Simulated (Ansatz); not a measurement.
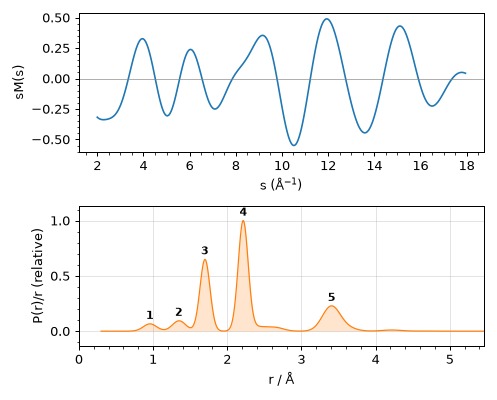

Simulated gas electron diffraction: reduced molecular intensity sM(s) from the Debye equation in the first Born approximation (top) and the radial distribution curve (bottom) of AlH2OS (spin multiplicity 2). Each pair of atoms contributes with weight ZᵢZⱼ/r; damping constant 0.001 Å²; vibrational amplitudes assumed, not computed: 0.05 Å for bonds, 0.078 Å for bonds to H, 0.06 + 0.015 r up to 0.15 Å for other pairs. The geometry is the end point of an optimisation (UKS PBE0-D4/def2-SVP in Ansatz 0.2.0); it may be a saddle point or a higher isomer. SMILES: [OH][Al][SH].

Assign the numbered peaks of the radial distribution curve (– bonded, ··· not bonded).

Peak 1, 0.96 Å: O–H 0.96 Å
Peak 2, 1.35 Å: S–H 1.35 Å
Peak 3, 1.70 Å: Al–O 1.70 Å
Peak 4, 2.22 Å: S–Al 2.22 Å
Peak 5, 3.41 Å: S···O 3.40 Å, S···H 3.62 Å, not resolved
